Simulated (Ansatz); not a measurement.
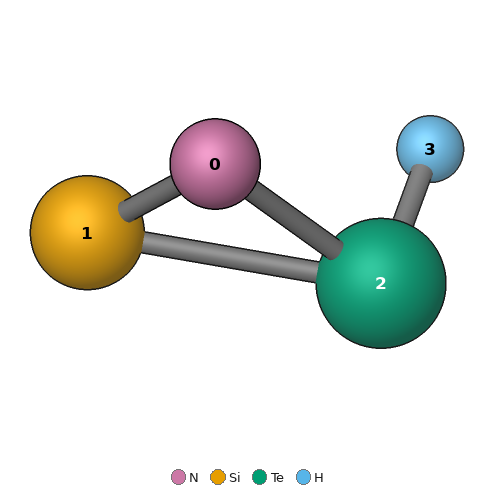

Starting geometry of the run. Atoms are numbered from 0, in the order of the input.

The calculation was set up as follows.

```yaml
crystal:
  periodic: [false, false, false]
  atoms:
    - {symbol: N, position_ang: [0.047624, -1.032762, -0.615691]}
    - {symbol: Si, position_ang: [-0.525953, -1.282916, 0.901767]}
    - {symbol: Te, position_ang: [-0.455479, 0.969810, -0.449459]}
    - {symbol: H, position_ang: [0.998955, 1.542375, 0.145415]}
basis:
  gaussian: {orbitals: def2-TZVPP}
hamiltonian: {xc: pbe, dispersion: d4}
```

Command:

```sh
ansatz run in.yaml --threads 2 --pin off --events-out ev --progress --plain --max-ram 4352MiB
```

Result:

```
Functional definition: PBE
  name "PBE"
  cite "Perdew, Burke & Ernzerhof, Phys. Rev. Lett. 77, 3865 (1996) doi:10.1103/PhysRevLett.77.3865"
  parent pbe
  parameter kappa = 0.804
  parameter beta = 0.06672455060314922
  exchange = pbe_x(kappa = kappa, mu = beta*pi^2/3)
  correlation = pbe_c(beta = beta)
888 factors; their error is unknown
mean field evaluation 1: about -16653.8201 eV, gradient 9.0e1 eV
mean field evaluation 2: about -16495.6039 eV, gradient 1.9e2 eV
mean field evaluation 4: about -16667.9069 eV, gradient 3.9e1 eV
mean field evaluation 8: about -16670.9658 eV, gradient 1.8e0 eV
mean field evaluation 16: about -16670.8342 eV, gradient 5.8e-4 eV
mean field -16670.83420744 eV, -612.6418572261 hartree, gradient 5.3e-5 eV, S^2 0.000000; 0 other end points of the search recorded, 0 dependent functions left out
reference -16670.83424002 eV, -612.6418584233 hartree; 23, 23 occupied and 114, 114 virtual orbitals, 888 factors
Total energy: -16670.96412726 eV, -612.6466316915 hartree
```
